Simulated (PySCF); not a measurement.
Input

```
{"job": {"kind": "epr", "basis": "pcH-1"}, "charge": 0, "multiplicity": 2}
F     -1.713601    -1.582521    -1.020808
C     -1.202960    -1.447299     0.252655
C     -0.279362    -0.244874     0.330731
Si    -1.146757     1.323235    -0.344882
C      1.022001    -0.517672    -0.423570
Si     2.113567     1.026713    -0.535211
H     -2.065178    -1.339018     0.919234
H     -0.683095    -2.387820     0.475300
H     -0.049740    -0.101681     1.391480
H     -0.587678     2.499360     0.325449
H     -0.983195     1.393387    -1.793664
H     -2.572073     1.214177    -0.005589
H      0.773780    -0.864656    -1.429402
H      1.571452    -1.335032     0.058721
H      3.278898     0.839343    -1.398097
H      2.516344     1.533301     0.776723
```

Run with:

```sh
OMP_NUM_THREADS=1 python probes_run.py task.json out
```

Geometry: GFN2-xTB.

The calculation used PySCF, UKS B3LYP, pcH-1 on C F H Si, non-relativistic, mean-field spin-orbit, GIAO.

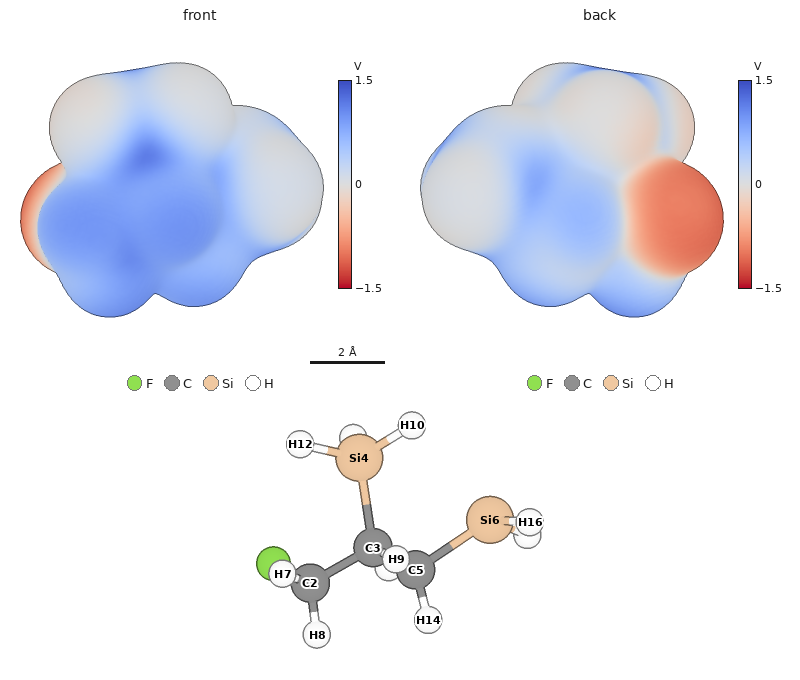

C3H10FSi2 (SMILES FC[C@H]([SiH3])C[SiH2]) (doublet). The electrostatic potential painted on the density surface at 0.002 e/bohr³, seen from the front and from behind; red is negative and blue positive. The bare structure is drawn below in the same view.

Where is the surface potential most negative and most positive?

Answer. The most negative region (about −1.0 V) lies over F1, the most positive (about +1.1 V) over C2 and Si4.
